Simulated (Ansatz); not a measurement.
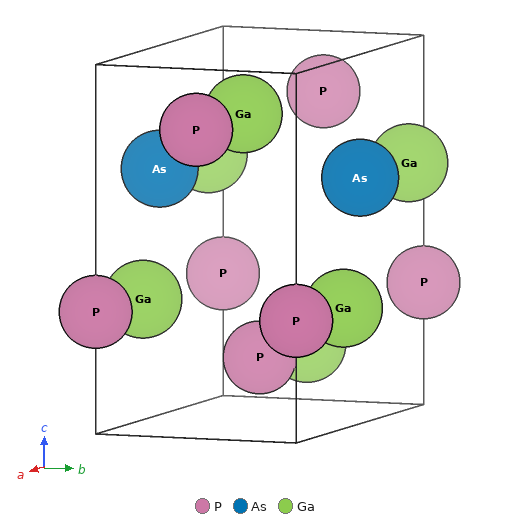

The structure above is drawn in spheres-only style and viewed slightly off an axis. The frame is the conventional unit cell; atoms at its boundary are shown with their periodic copies.

Ga$_{4}$AsP$_{3}$, space group Pm (No. 6), a = 6.397 Å, b = 3.881 Å, c = 6.717 Å, α = 90.00°, β = 90.01°, γ = 90.00°. Starting structure: a structure type filled with these elements by a generator (whether the compound takes this form wasn't checked). Earlier steps of the study, as a rule a relaxation of our own, may have changed the cell and positions, so they can lie some per cent off the listed ones. An electronic-structure calculation with Ansatz was run on it.

This one geometry was computed with Ansatz (DFT, plane waves, PAW) at five levels of theory: HSE06, PBE with spin-orbit coupling, PBE, r2SCAN and PBE0. It was relaxed beforehand with r2SCAN.

> Which level gives the highest pressure at this volume, and what does that say about its equilibrium volume?

Highest: PBE with spin-orbit coupling (2.5 GPa) and PBE (2.5 GPa), which points to the largest equilibrium volume. Lowest, with the smallest volume: r2SCAN (0.0 GPa) and PBE0 (0.4 GPa). Levels within 0.5 GPa of each other can't be told apart.

> How does the band gap change with the level of theory?

PBE with spin-orbit coupling: a gap of 1.08 eV, direct; PBE: a gap of 1.12 eV, direct; r2SCAN: a gap of 1.49 eV, direct; HSE06: a gap of 1.92 eV, direct; PBE0: a gap of 2.60 eV, direct.

> Collect the results in a table.

| level | cutoff (eV) | k-mesh of the run's cell | gap (eV) | pressure (GPa) |
| --- | --- | --- | --- | --- |
| HSE06 | 420 | 2×4×2 | 1.92 | 0.6 |
| PBE with spin-orbit coupling | 420 | 4×6×4 | 1.08 | 2.5 |
| PBE | 420 | 4×6×4 | 1.12 | 2.5 |
| r2SCAN | 500 | 4×6×4 | 1.49 | 0.0 |
| PBE0 | 420 | 2×4×2 | 2.60 | 0.4 |

Gaps are taken on the k-mesh or band path of each run.
